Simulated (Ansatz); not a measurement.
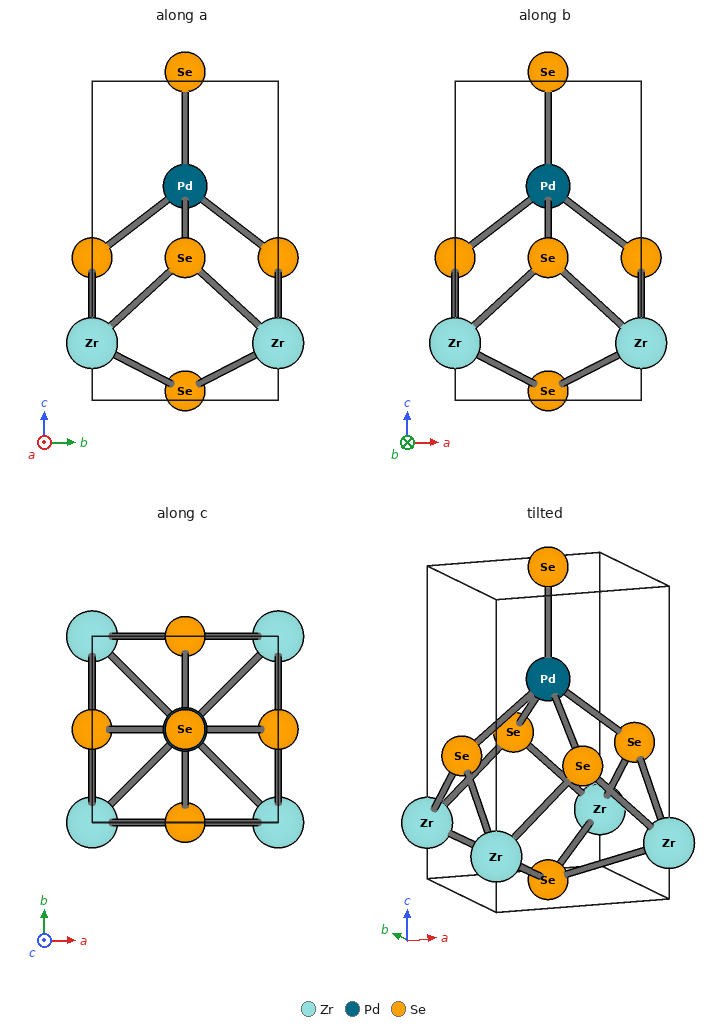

Ball-and-stick model, viewed along the a axis, along the b axis, along the c axis and slightly off an axis. The wireframe shows the conventional unit cell.

Lattice parameters: a = 4.085 Å, b = 4.085 Å, c = 7.001 Å, α = 90.00°, β = 90.00°, γ = 90.00°.

Convert the drawing into a table of Wyckoff sites, with free fractional coordinates to two decimals.

Answer. Space group P4mm (No. 99).
| atom | site | x | y | z |
| --- | --- | --- | --- | --- |
| Zr | 1a | 0.00 | 0.00 | 0.18 |
| Pd | 1b | 0.50 | 0.50 | 0.67 |
| Se | 2c | 0.00 | 0.50 | 0.45 |
| Se | 1b | 0.50 | 0.50 | 0.03 |

It derives from a structure type filled with these elements by a generator (whether the compound takes this form wasn't checked). Atoms and cell were optimised with DFT PBE, scalar-relativistic, plane waves, PAW (Ansatz 0.2.0).
